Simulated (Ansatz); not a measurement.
**Zn2S: a trial structure relaxed**

Where does Zn2S go from the start given, AlB2 type (P6/mmm, No. 191)?

Method: DFT PBE, scalar-relativistic, plane waves, PAW, in Ansatz 0.2.0.

## 1. The structure to begin with

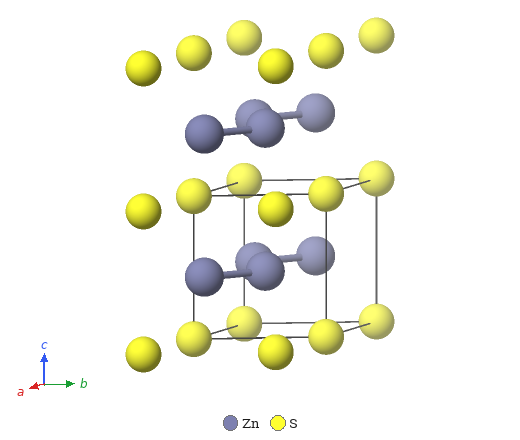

Start, viewed slightly off an axis; zinc blue, sulfur yellow. 2×1×2 cells are drawn. Atoms on the faces are drawn again on the opposite ones.

Structure file:

```
CELL_PARAMETERS angstrom
3.66744 0.00000 0.00000
-1.83372 3.17609 0.00000
0.00000 0.00000 3.95986
ATOMIC_POSITIONS crystal
Zn 0.33333 0.66667 0.50000
Zn 0.66667 0.33333 0.50000
S 0.00000 0.00000 0.00000
```

This is candidate A: AlB2 type (P6/mmm, No. 191).

## 2. A first look at the start (candidate A)

input.yaml reads:

```yaml
crystal:
  lattice:
    - [3.6674366279, 0.0, 0.0]
    - [-1.8337183139, 3.1760932865, 0.0]
    - [0.0, 0.0, 3.9598568241]
  atoms:
    - { symbol: Zn, position: [0.3333333333, 0.6666666667, 0.5] }
    - { symbol: Zn, position: [0.6666666667, 0.3333333333, 0.5] }
    - { symbol: S, position: [0.0, 0.0, 0.0] }
basis:
  ecutwfc: 420
kpoints:
  mp_grid: { grid: [6, 6, 4] }
hamiltonian:
  xc: pbe
scf:
  occupations: { method: gaussian, width: 0.1 }
  lower_state_search: "off"
output:
  forces: true
  stress: true
  eigenvalues: true
```

Command:

```
> ansatz run input.yaml --threads 1 --pin off --max-ram 2560MiB --backend cpu --events-out ev --progress --plain --runs-dir out
```

The log of the run (excerpt; [...] marks lines left out):

```text
[...]
SCF converged after 7 iterations
Free energy (F): -7537.974779 eV
[...]
E sigma→0 (E₀):  -7537.971631 eV
Entropy (-TS):   -0.006296 eV (-2.099 meV/atom)
Fermi energy:    10.159723 eV
[...]
--- Forces (eV/Å), atoms counted from 1 ---
  atom   1  Zn     0.00000000     0.00000000     0.00000000
  atom   2  Zn    -0.00000000    -0.00000000     0.00000000
  atom   3  S      0.00000000     0.00000000     0.00000000
[...]
--- Stress (GPa, compression-positive) ---
       38.288355       0.000000       0.000000
        0.000000      38.288355       0.000000
        0.000000       0.000000      -3.740995
  P = ⅓ Tr σ = 24.2786 GPa (242.786 kbar)
--- Band table (eV; the first three rows and the last of 21) ---
  k-point 0: bands = ["-3.8922", "1.1700", "1.7664", "1.7664", "1.9331", "1.9331", "2.0607", "2.0607", "2.9246", "2.9246", "3.0196", "5.3674", "6.1544", "8.9091", "8.9091", "14.1955", "14.1955", "15.1631", "16.8389"]
[...]
```

Run time: 1.1 s. Hardware: 1 thread of Arm Neoverse V2, shared host; peak memory 0.29 GiB.

Read-out: pressure 24.3 GPa, largest force 0.00 eV/Å, gap on this mesh none (metal). Stress or forces are large, so a loose relaxation on a coarse mesh comes first.

## 3. A loose first relaxation (candidate A)

input.yaml, as its differences from that of step 2:

```diff
@@ -22 +22,6 @@
   eigenvalues: true
+relax:
+  adjacent_minimum: "off"
+  f_tol: 0.04
+  max_steps: 70
+  cell: { stress_tol: 0.4 }
```

Command:

```
> ansatz run input.yaml --threads 1 --pin off --max-ram 2560MiB --backend cpu --events-out ev --progress --plain --runs-dir out
```

The log of the run:

```text
Warning: RAYON_NUM_THREADS=1 ignored (pool sized by the plan → 1); use --threads N
Engine: ansatz 0.2.0, aarch64-unknown-linux-gnu
Pseudopotentials: kind: paw
Pseudopotential: Zn, paw, valence charge 12, recommended cutoff 420 eV (normal), Zn.paw.azcp
Pseudopotential: S, paw, valence charge 6, recommended cutoff 420 eV (normal), S.paw.azcp
Functional definition: PBE
  parameter kappa = 0.804
  parameter beta = 0.06672455060314922
  exchange = pbe_x(kappa = kappa, mu = beta*pi^2/3)
  correlation = pbe_c(beta = beta)
Crystal: 3 atoms, lattice volume = 46.125 Å³
Basis set: ecut = 420 eV, 901 PW (Γ), exchange–correlation on 50×50×54 points (8 copies of the dense FFT grid, shifted against one another)
Bands: 19, of which v1, the nominal top of the filled ones, is band 15 counted from 1 (14 counted from 0)
Symmetry: 24 space group operations
Space group: P6/mmm (ITA 191), of the structure as read, at distance tolerance 3.6e-5 Å
k-points: 21 of 144
Non-local potential: Zn, projectors of the file, l = 0: 2, l = 1: 2, l = 2: 3, l = 3: 1
Non-local potential: S, projectors of the file, l = 0: 2, l = 1: 2, l = 2: 2
PAW form: soft (Blöchl's): semilocal exchange-correlation on the pseudo side does not see the compensation charge
PAW one-centre angular grid: Zn, 590 points (default); XC on 64 Gauss nodes
PAW one-centre angular grid: S, 110 points (default); XC on 64 Gauss nodes
Initial density: superposition of atomic densities (neutral atoms: chi_scale 0, normalization atom), corrected by the library's trained network
Initial wavefunctions: pseudopotential atomic-orbital guess
Functional: x = pbe(κ = 0.804, μ = 0.2195149727645171), c = pbe(β = 0.06672455060314922)
SCF iter   1: F=—  HF=-7537.976891 eV  |F-HF|=—  |Δ(HF+E_count)|=         —  Δρ=3.66e-3  dr2=1.38e-2  ethr=1.77e-3  ⟨swp⟩=5.4  Hψ=1919  notcnv=0
preconditioner: auto → Resta (q_TF=auto, 2.540 Å⁻¹)  ε∞=8.5  [insulator: Δε(μ)=0.134 eV  Ē_g=10.934 eV  σ=0.100 eV  W_gap=0.60  n_scr=20 (ndim 8)  ℏωp=29.9 eV  f_vac=0.000  D(μ)=1.19/eV (n_scr^D=8)  ε∞_Penn≈8.5]
SCF iter   2: F=—  HF=-7537.975295 eV  |F-HF|=—  |Δ(HF+E_count)|=   1.60e-3  Δρ=1.66e-3  dr2=2.22e-3  ethr=4.60e-5  ⟨swp⟩=2.0  Hψ=761  notcnv=0
SCF iter   3: F=—  HF=-7537.974963 eV  |F-HF|=—  |Δ(HF+E_count)|=   3.32e-4  Δρ=1.04e-3  dr2=7.18e-4  ethr=7.41e-6  ⟨swp⟩=2.2  Hψ=659  notcnv=0
SCF iter   4: F=—  HF=-7537.974779 eV  |F-HF|=—  |Δ(HF+E_count)|=   1.83e-4  Δρ=4.07e-4  dr2=1.12e-4  ethr=2.39e-6  ⟨swp⟩=2.0  Hψ=682  notcnv=0
SCF iter   5: F=—  HF=-7537.974752 eV  |F-HF|=—  |Δ(HF+E_count)|=   2.68e-5  Δρ=1.40e-4  dr2=7.84e-6  ethr=3.74e-7  ⟨swp⟩=2.0  Hψ=707  notcnv=0
SCF iter   6: F=—  HF=-7537.974779 eV  |F-HF|=—  |Δ(HF+E_count)|=   2.70e-5  Δρ=3.47e-5  dr2=5.20e-7  ethr=2.61e-8  ⟨swp⟩=2.0  Hψ=706  notcnv=0
SCF iter   7: F=-7537.974779 eV  HF=-7537.974779 eV  |F-HF|=1.18e-8  |Δ(HF+E_count)|=   4.80e-8  Δρ=7.46e-6  dr2=1.39e-8  ethr=3.33e-10  ⟨swp⟩=5.8  Hψ=1892  notcnv=0
SCF 1 converged in 7 iterations: F = -7537.974779 eV  dr2 = 1.39e-8
relax step   1: F+E_penalty+E_count = -7537.97477940 eV  Δ(F+E_penalty+E_count) = +0.000e0 eV  max|allowed force component| = 1.542e-17 eV/Å  Δτ_max = 0.0000 Å  P = +24.279 GPa  Ω = 46.125 Å³  (7 SCF iters, dr2 threshold 1.00e-7 eV, accepted)
Crystal: 3 atoms, lattice volume = 49.773 Å³
Basis set: ecut = 420 eV, 985 PW (Γ), exchange–correlation on 50×50×54 points (8 copies of the dense FFT grid, shifted against one another)
Initial density: handed on by an earlier stage of this run
Initial wavefunctions: those handed on with the density
iter 1 solved again at ethr=3.78e-5 eV; its pass at ethr=3.10e-3 eV (dr2=1.13e-2 eV) is discarded
SCF iter   1: F=—  HF=-7538.769947 eV  |F-HF|=—  |Δ(HF+E_count)|=         —  Δρ=5.68e-3  dr2=1.12e-2  ethr=3.78e-5  ⟨swp⟩=1.8  Hψ=3024  notcnv=0
preconditioner: auto → Resta (q_TF=auto, 2.508 Å⁻¹)  ε∞=8.5  [insulator: Δε(μ)=0.156 eV  Ē_g=10.547 eV  σ=0.100 eV  W_gap=0.66  n_scr=20 (ndim 8)  ℏωp=28.8 eV  f_vac=0.000  D(μ)=1.07/eV (n_scr^D=8)  ε∞_Penn≈8.5]
SCF iter   2: F=—  HF=-7538.767068 eV  |F-HF|=—  |Δ(HF+E_count)|=   2.88e-3  Δρ=2.08e-3  dr2=1.84e-3  ethr=3.75e-5  ⟨swp⟩=2.1  Hψ=668  notcnv=0
SCF iter   3: F=—  HF=-7538.766423 eV  |F-HF|=—  |Δ(HF+E_count)|=   6.45e-4  Δρ=1.19e-3  dr2=4.34e-4  ethr=6.14e-6  ⟨swp⟩=2.0  Hψ=686  notcnv=0
SCF iter   4: F=—  HF=-7538.766243 eV  |F-HF|=—  |Δ(HF+E_count)|=   1.80e-4  Δρ=3.14e-4  dr2=5.73e-5  ethr=1.45e-6  ⟨swp⟩=2.0  Hψ=639  notcnv=0
SCF iter   5: F=—  HF=-7538.766311 eV  |F-HF|=—  |Δ(HF+E_count)|=   6.80e-5  Δρ=1.23e-4  dr2=1.04e-5  ethr=1.91e-7  ⟨swp⟩=2.0  Hψ=671  notcnv=0
SCF iter   6: F=—  HF=-7538.766309 eV  |F-HF|=—  |Δ(HF+E_count)|=   2.20e-6  Δρ=2.97e-5  dr2=3.75e-7  ethr=3.48e-8  ⟨swp⟩=2.0  Hψ=693  notcnv=0
SCF iter   7: F=-7538.766309 eV  HF=-7538.766309 eV  |F-HF|=3.38e-9  |Δ(HF+E_count)|=   2.72e-7  Δρ=6.75e-6  dr2=4.10e-8  ethr=1.00e-9  ⟨swp⟩=6.0  Hψ=1918  notcnv=0
SCF 2 converged in 7 iterations: F = -7538.766309 eV  dr2 = 4.10e-8
relax step   2: F+E_penalty+E_count = -7538.76630895 eV  Δ(F+E_penalty+E_count) = -7.915e-1 eV  max|allowed force component| = 3.084e-18 eV/Å  Δτ_max = 0.0000 Å  P = +11.637 GPa  Ω = 49.773 Å³  energy of the carried Pulay correction = -2.294e-3 eV  (7 SCF iters, dr2 threshold 3.00e-7 eV, accepted)
Crystal: 3 atoms, lattice volume = 52.228 Å³
Basis set: ecut = 420 eV, 1009 PW (Γ), exchange–correlation on 50×50×54 points (8 copies of the dense FFT grid, shifted against one another)
iter 1 solved again at ethr=3.03e-5 eV; its pass at ethr=3.10e-3 eV (dr2=9.10e-3 eV) is discarded
SCF iter   1: F=—  HF=-7539.130424 eV  |F-HF|=—  |Δ(HF+E_count)|=         —  Δρ=5.43e-3  dr2=8.58e-3  ethr=3.03e-5  ⟨swp⟩=1.9  Hψ=3174  notcnv=0
preconditioner: auto → Resta (q_TF=auto, 2.487 Å⁻¹)  ε∞=8.6  [insulator: Δε(μ)=0.168 eV  Ē_g=10.204 eV  σ=0.100 eV  W_gap=0.62  n_scr=20 (ndim 8)  ℏωp=28.1 eV  f_vac=0.000  D(μ)=1.06/eV (n_scr^D=8)  ε∞_Penn≈8.6]
SCF iter   2: F=—  HF=-7539.128531 eV  |F-HF|=—  |Δ(HF+E_count)|=   1.89e-3  Δρ=1.98e-3  dr2=1.23e-3  ethr=2.86e-5  ⟨swp⟩=2.9  Hψ=656  notcnv=0
SCF iter   3: F=—  HF=-7539.128097 eV  |F-HF|=—  |Δ(HF+E_count)|=   4.34e-4  Δρ=1.22e-3  dr2=4.74e-4  ethr=4.11e-6  ⟨swp⟩=2.0  Hψ=693  notcnv=0
SCF iter   4: F=—  HF=-7539.127908 eV  |F-HF|=—  |Δ(HF+E_count)|=   1.89e-4  Δρ=2.42e-4  dr2=2.37e-5  ethr=1.58e-6  ⟨swp⟩=3.0  Hψ=929  notcnv=0
SCF iter   5: F=—  HF=-7539.128072 eV  |F-HF|=—  |Δ(HF+E_count)|=   1.64e-4  Δρ=9.92e-5  dr2=4.96e-6  ethr=7.89e-8  ⟨swp⟩=2.1  Hψ=671  notcnv=0
SCF iter   6: F=-7539.128072 eV  HF=-7539.128072 eV  |F-HF|=1.86e-8  |Δ(HF+E_count)|=   8.38e-8  Δρ=1.41e-5  dr2=1.64e-7  ethr=1.00e-9  ⟨swp⟩=5.2  Hψ=2448  notcnv=0
SCF 3 converged in 6 iterations: F = -7539.128072 eV  dr2 = 1.64e-7
relax step   3: F+E_penalty+E_count = -7539.12807198 eV  Δ(F+E_penalty+E_count) = -3.618e-1 eV  max|allowed force component| = 9.252e-18 eV/Å  Δτ_max = 0.0000 Å  P = +4.512 GPa  Ω = 52.228 Å³  energy of the carried Pulay correction = -3.883e-3 eV  (6 SCF iters, dr2 threshold 3.00e-7 eV, accepted)
[... 12 lines left out ...]
relax step   4: F+E_penalty+E_count = -7539.17504518 eV  Δ(F+E_penalty+E_count) = -4.697e-2 eV  max|allowed force component| = 2.082e-17 eV/Å  Δτ_max = 0.0000 Å  P = -0.074 GPa  Ω = 55.651 Å³  energy of the carried Pulay correction = -5.671e-3 eV  (7 SCF iters, dr2 threshold 3.00e-7 eV, accepted)
[... 10 lines left out ...]
relax step   5: F+E_penalty+E_count = -7539.18080797 eV  Δ(F+E_penalty+E_count) = -5.763e-3 eV  max|allowed force component| = 2.467e-17 eV/Å  Δτ_max = 0.0000 Å  P = +0.051 GPa  Ω = 55.128 Å³  energy of the carried Pulay correction = -5.472e-3 eV  (5 SCF iters, dr2 threshold 3.00e-7 eV, accepted)
[... 12 lines left out ...]
relax step   6: F+E_penalty+E_count = -7539.19726128 eV  Δ(F+E_penalty+E_count) = -1.645e-2 eV  max|allowed force component| = 1.773e-17 eV/Å  Δτ_max = 0.0000 Å  P = +0.491 GPa  Ω = 55.128 Å³  stress off target by 6.69e-1 GPa  SCF on the basis re-selected at this cell (its energy is not comparable with the rows above)  (7 SCF iters)
[... 11 lines left out ...]
relax step   7: F+E_penalty+E_count = -7539.19796403 eV  Δ(F+E_penalty+E_count) = -7.028e-4 eV  max|allowed force component| = 7.710e-18 eV/Å  Δτ_max = 0.0000 Å  P = +0.099 GPa  Ω = 55.467 Å³  energy of the carried Pulay correction = -1.430e-4 eV  (5 SCF iters, dr2 threshold 3.00e-7 eV, accepted)
iter 1 solved again at ethr=3.45e-7 eV; its pass at ethr=3.10e-3 eV (dr2=1.04e-4 eV) is discarded
SCF iter   1: F=—  HF=-7539.197892 eV  |F-HF|=—  |Δ(HF+E_count)|=         —  Δρ=1.83e-4  dr2=4.85e-7  ethr=3.45e-7  ⟨swp⟩=2.4  Hψ=2990  notcnv=0
preconditioner: auto → Kerker (q_TF=auto, 2.463 Å⁻¹)  [metal: Δε(μ)=0.117 eV  Ē_g=9.898 eV  σ=0.100 eV  W_gap=0.50  n_scr=20 (ndim 8)  ℏωp=27.3 eV  f_vac=0.000  D(μ)=1.57/eV (n_scr^D=8)]
SCF iter   2: F=—  HF=-7539.198013 eV  |F-HF|=—  |Δ(HF+E_count)|=   1.20e-4  Δρ=9.37e-5  dr2=1.82e-7  ethr=1.62e-9  ⟨swp⟩=2.6  Hψ=702  notcnv=0
SCF iter   3: F=—  HF=-7539.198054 eV  |F-HF|=—  |Δ(HF+E_count)|=   4.17e-5  Δρ=2.25e-5  dr2=4.53e-8  ethr=6.06e-10  ⟨swp⟩=2.0  Hψ=620  notcnv=0
SCF iter   4: F=—  HF=-7539.198056 eV  |F-HF|=—  |Δ(HF+E_count)|=   2.15e-6  Δρ=5.46e-6  dr2=9.40e-9  ethr=1.51e-10  ⟨swp⟩=2.0  Hψ=645  notcnv=0
SCF iter   5: F=-7539.198057 eV  HF=-7539.198057 eV  |F-HF|=2.21e-10  |Δ(HF+E_count)|=   1.11e-7  Δρ=1.06e-6  dr2=9.81e-10  ethr=6.40e-12  ⟨swp⟩=2.9  Hψ=1563  notcnv=0
SCF 8 converged in 5 iterations: F = -7539.198057 eV  dr2 = 9.81e-10
relax step   8: F+E_penalty+E_count = -7539.19805660 eV  Δ(F+E_penalty+E_count) = -9.257e-5 eV  max|allowed force component| = 2.159e-17 eV/Å  Δτ_max = 0.0000 Å  P = +0.098 GPa  Ω = 55.467 Å³  stress off target by 1.51e-1 GPa  SCF on the basis re-selected at this cell (its energy is not comparable with the rows above)  (5 SCF iters)
basis re-selected at this cell: Δ(F+E_penalty+E_count) = -9.257e-5 eV, ΔP = -0.001 GPa vs the last step (what re-selecting the basis moved, of the pressure what is left beyond the Pulay correction that the steps carried, after the strain that the cell walked since its last selection, with what the two solves' SCF thresholds leave and, on support functions, any second-order correction that the steps lacked; it is no measure of the basis error at this ecutwfc). This SCF's stress stands 1.51e-1 GPa from its target on what of the cell is left free (relax.cell.stress_tol is 4.00e-1 GPa) and its largest allowed force component is 2.16e-17 eV/Å (relax.f_tol is 4.00e-2 eV/Å): within both
SCF converged after 5 iterations
Free energy (F): -7539.198057 eV
Harris-Foulkes:  -7539.198057 eV  (|F-HF|=2.21e-10)
Internal energy: -7539.190188 eV  (E = F + TS)
E sigma→0 (E₀):  -7539.194122 eV
Entropy (-TS):   -0.007868 eV (-2.623 meV/atom)
Fermi energy:    7.585285 eV
--- Per-component energies (eV) ---
  E_band       = 36.981743
  E_kinetic    = 364.713874
  E_local      = -3752.285307  (includes V_loc(G=0)·N_el)
  E_nonlocal   = 1253.277233
  E_hartree    = 1576.189887
  E_xc         = -369.703219
  E_vxc        = -188.747636  (∫ρ·V_xc dr)
  E_paw        = -4252.074686  (= ΣΔE_a)
  E_vpaw       = -792.356719  (= ΣTr[D̂ρ^β])
  E_aug_tail   = -0.000737  (compensation charges beyond the density's cutoff)
  E_ewald      = -2359.307234
  E_smearing   = -0.007868  (= −TS)
  E_closure    = 0.000000  (closes the sum)
  Σ components = -7539.198057   (vs F -7539.198057, Δ=0.00e0)
--- Forces (eV/Å), atoms counted from 1 ---
  atom   1  Zn    -0.00000000    -0.00000000     0.00000000
  atom   2  Zn     0.00000000     0.00000000     0.00000000
  atom   3  S      0.00000000    -0.00000000     0.00000000
  max |Σ_I F_I| component: 4.63e-18 eV/Å
--- Stress (GPa, compression-positive) ---
        0.150504      -0.000000       0.000000
       -0.000000       0.150504       0.000000
        0.000000       0.000000      -0.006453
  P = ⅓ Tr σ = 0.0982 GPa (0.982 kbar)
--- Band table (eV; the first three rows and the last of 21) ---
  k-point 0: bands = ["-5.4148", "-0.0144", "0.2421", "0.2421", "0.3601", "0.3601", "0.4102", "0.4102", "0.8548", "0.8626", "0.8626", "3.1712", "5.5225", "5.8574", "5.8574", "10.3102", "10.3102", "12.5442", "12.9700"]
  k-point 1: bands = ["-5.0842", "-0.1865", "0.2454", "0.2454", "0.3262", "0.3262", "0.4444", "0.4444", "0.8293", "0.8293", "0.9082", "1.9405", "6.0611", "6.0611", "6.5562", "10.9001", "10.9001", "11.3341", "13.1033"]
  k-point 2: bands = ["-4.6607", "-0.6207", "0.2525", "0.2525", "0.2890", "0.2890", "0.4844", "0.4844", "0.7903", "0.7903", "0.9623", "1.2537", "6.2942", "6.2942", "8.4139", "8.7021", "11.8109", "11.8109", "13.6257"]
  k-point 20: bands = ["-4.3181", "-0.3372", "0.0831", "0.0831", "0.3883", "0.4013", "0.4013", "0.8681", "0.8681", "0.9566", "1.2384", "3.3514", "4.5832", "4.5832", "4.8317", "4.8317", "12.3962", "12.6215", "12.6215"]
--- Relaxed structure (6 steps of the walk, 6 accepted, 2 SCFs on fresh bases) ---
  F+E_penalty+E_count = -7539.19805660 eV   max|allowed force component| = 2.159e-17 eV/Å   (the final SCF, on the basis selected at the relaxed cell)
  cell:  # Å, volume = 55.4670 Å³
    - [4.147849308544538, -3.264891059034943e-11, 0.0]
    - [-2.0739246542439944, 3.592142872285613, 0.0]
    - [0.0, 0.0, 3.722703168114418]
  atoms:
    - { symbol: Zn, position: [0.33333333333333337, 0.6666666666666666, 0.5] }
    - { symbol: Zn, position: [0.6666666666666667, 0.3333333333333333, 0.5] }
    - { symbol: S, position: [-8.70933877392999e-34, -7.326078854559419e-34, 0.0] }
```

Wall time 9.8 s (1 thread of Arm Neoverse V2, shared host); peak memory 0.32 GiB.

Step by step:

```
step  energy from step 1 (eV/cell)  largest force component (eV/Å)  pressure (GPa)  volume (Å³)
   1                        0.0000                          0.0000           24.28        46.12
   2                       -0.7915                          0.0000           11.64        49.77
   3                       -1.1533                          0.0000            4.51        52.23
   4                       -1.2003                          0.0000           -0.07        55.65
   5                       -1.2060                          0.0000            0.05        55.13
   6                       -1.2225                          0.0000            0.49        55.13
   7                       -1.2232                          0.0000            0.10        55.47
   8                       -1.2233                          0.0000            0.10        55.47
```

Step 1 is the start. Steps 6, 8 each repeat the geometry before them on a plane-wave basis chosen anew, so the energy can jump there without any move.

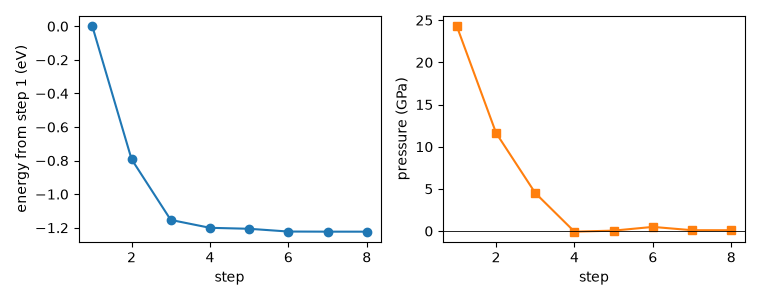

Energy and pressure along the relaxation.

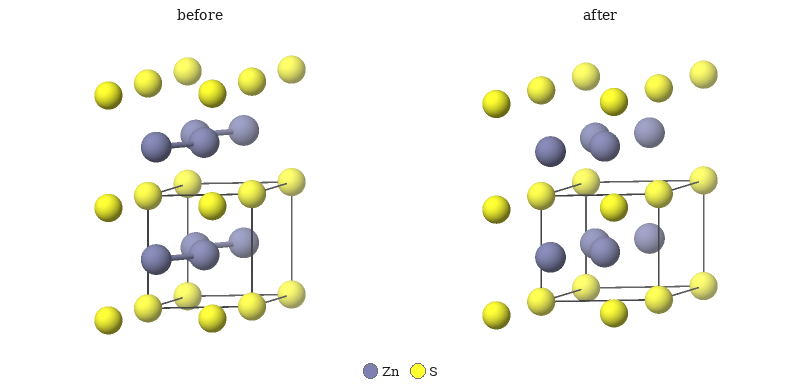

The structure before (left) and after (right) the relaxation, drawn at the same scale.

|  | before | after | change |
| --- | --- | --- | --- |
| a (Å) | 3.667 | 4.148 | +13.1 % |
| b (Å) | 3.667 | 4.148 | +13.1 % |
| c (Å) | 3.960 | 3.723 | -6.0 % |
| volume (Å³/atom) | 15.37 | 18.49 | +20.3 % |
| shortest distance (Å) | 2.117 | 2.395 | +13.1 % |
| space group (0.01 Å) | P6/mmm | P6/mmm | same |

The run keeps the 24 symmetry operations of the start, so it could not have lowered the symmetry.

(Part 1 of 2 ends here.)
